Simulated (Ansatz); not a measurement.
A relaxed structure of Ge2Sb2Te5. Space group P-3m1 (No. 164). These are r2SCAN (plane waves to 500 eV, PAW, scalar-relativistic; Ansatz, a program for electronic structure) values and carry that method's errors.

```cif
data_Ge2Sb2Te5
_chemical_formula_sum 'Te5 Ge2 Sb2'
_space_group_name_H-M_alt 'P-3m1'
_space_group_IT_number 164
_space_group_name_Hall '-P 3 2"'
_cell_length_a 4.26725
_cell_length_b 4.26725
_cell_length_c 17.63598
_cell_angle_alpha 90.000
_cell_angle_beta 90.000
_cell_angle_gamma 120.000
loop_
_atom_site_label
_atom_site_type_symbol
_atom_site_symmetry_multiplicity
_atom_site_Wyckoff_symbol
_atom_site_fract_x
_atom_site_fract_y
_atom_site_fract_z
_atom_site_occupancy
Te1 Te 1 a 0.00000 0.00000 0.00000 1
Ge1 Ge 2 d 0.66667 0.33333 0.09757 1
Te2 Te 2 d 0.33333 0.66667 0.19285 1
Sb1 Sb 2 c 0.00000 0.00000 0.30788 1
Te3 Te 2 d 0.66667 0.33333 0.40432 1
```

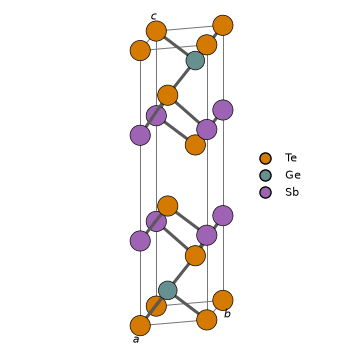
The conventional cell of the relaxed structure

For Ge2Sb2Te5, the volume per atom is 30.90 Å³ and the density comes out as 6.13 g/cm³. The band gap is 0.57 eV, direct at Γ (no spin-orbit coupling) and the shortest distances is Ge–Te 2.98 Å; Sb–Te 2.99 Å. The k-mesh is 9×9×2.

Band energies at high-symmetry points (eV from the VBM; labels of this space group; no spin-orbit coupling), from −5 eV up to 4.8 eV:

| point | energies |
|---|---|
| Γ | -2.45 -2.02 -2.02 -1.99 -1.99 -1.99 -1.67 -1.67 -1.47 -1.47 -1.25 -1.25 -0.79 -0.60 0.00 0.57 0.57 0.76 1.09 1.09 1.29 1.83 1.83 2.09 3.14 3.14 3.17 |
| M | -4.09 -3.90 -3.72 -3.50 -3.49 -3.02 -2.88 -2.72 -2.11 -1.56 -1.41 -1.37 -0.64 0.82 1.16 1.21 1.71 1.79 2.82 3.11 3.39 3.71 3.75 4.26 |
| K | -4.97 -4.62 -4.55 -4.55 -3.37 -3.32 -3.32 -2.70 -2.70 -2.00 -0.76 -0.76 -0.64 1.12 1.12 1.49 2.81 2.81 2.85 3.83 3.83 4.21 |
| A | -2.68 -2.02 -2.02 -1.99 -1.99 -1.68 -1.68 -1.60 -1.42 -1.42 -1.29 -1.29 -1.15 -0.33 -0.12 0.65 0.65 0.85 0.96 0.96 1.22 1.92 1.92 2.11 3.10 3.10 3.17 |
| L | -4.31 -3.75 -3.72 -3.69 -3.56 -2.94 -2.66 -2.42 -2.22 -1.86 -1.61 -1.32 -0.50 0.74 0.96 1.67 1.93 2.12 2.21 2.93 3.15 3.51 3.75 |
| H | -4.52 -4.38 -4.38 -3.66 -3.66 -3.51 -2.31 -2.31 -1.73 -1.07 -1.07 -0.93 1.66 1.66 2.03 2.15 2.15 2.27 4.20 4.20 4.45 |

No spin polarisation in the result. Spin-orbit coupling is missing; with elements this heavy it can move band edges by tenths of an eV or more.

The run could not lose the symmetry of its start.

The first start was generated by placing the elements on the sites of a structure type. Materials Project lists a structure of Ge2Sb2Te5 in the same space group, P-3m1 (No. 164); the sites were not compared with it, nor with measured phases.
